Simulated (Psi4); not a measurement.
# SiH2Cl (chlorosilyl radical) in Psi4

Wanted: the energy of SiH2Cl (chlorosilyl radical).

The results are computed with Psi4 1.11.

4 further runs of the same task are left out: 2 that didn't finish, 2 set aside as unsound or not needed.

## Step 1: Starting point

SiH2Cl has 4 atoms, charge 0, and is taken as a doublet. As SMILES, `[SiH2]Cl`. The coordinates come from a GFN2-xTB relaxation.

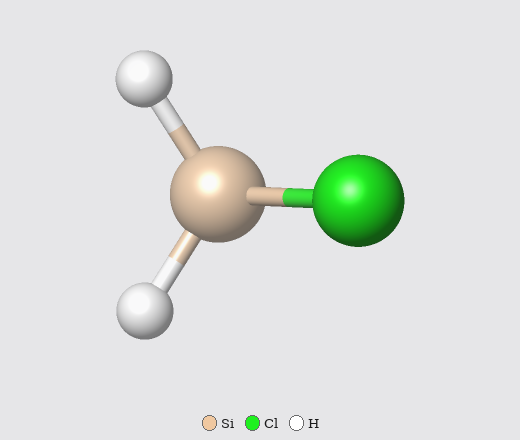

Viewed from a chosen angle; silicon light orange, chlorine green, hydrogen white.

## Step 2: The run

calc.dat reads:

```
memory 1.6 GB

molecule system {
  0 2
  Si    -0.283580     0.237700     0.131590
  Cl     1.597690    -0.059610     0.811090
  H     -1.065000    -0.978280     0.263310
  H     -0.249110     0.800200    -1.205980
  symmetry d2h
  no_reorient
  no_com
}

set globals {
  reference rohf
  scf_type cd
}

e_tot, wfn = energy('zapt2/3ZaPa-NR', return_wfn=True)
```

Command:

```console
psi4 calc.dat calc.out -n 1
```

calc.out:

```text
Psi4 1.11 release

RuntimeError:
Fatal Error: User specified point group (D2h) is not a subgroup of the highest detected point group (C1). If this is because the symmetry increased, try to start the calculation again from the last geometry, after checking any symmetry-dependent input, such as DOCC.

Printing out the relevant lines from the Psithon --> Python processed input file:
    from psi4.driver.wrapper_database import database, db, DB_RGT, DB_RXN
    from psi4.driver.wrapper_autofrag import auto_fragments
    psi4_io = core.IOManager.shared_object()
    core.set_memory_bytes(1600000000)

--> system = geometry("""
      0 2
      Si    -0.283580     0.237700     0.131590
      Cl     1.597690    -0.059610     0.811090
      H     -1.065000    -0.978280     0.263310
      H     -0.249110     0.800200    -1.205980

!----------------------------------------------------------------------------------!
!                                                                                  !
! Fatal Error: User specified point group (D2h) is not a subgroup of the highest   !
!     detected point group (C1). If this is because the symmetry increased, try to !
!     start the calculation again from the last geometry, after checking any       !
!     symmetry-dependent input, such as DOCC.                                      !
!                                                                                  !
!----------------------------------------------------------------------------------!

    Psi4 run time: 0:00:00.00
```

Wall time 0.5 s (1 thread of AMD EPYC 9R45 (Zen 5), shared host); peak memory 0.13 GiB.

## Step 3: Diagnosis

The program refused the input.

The log says `Fatal Error: User specified point group`. The fault: the symmetry typed doesn't match the structure or state. To mend it: no symmetry line in place of d2h.
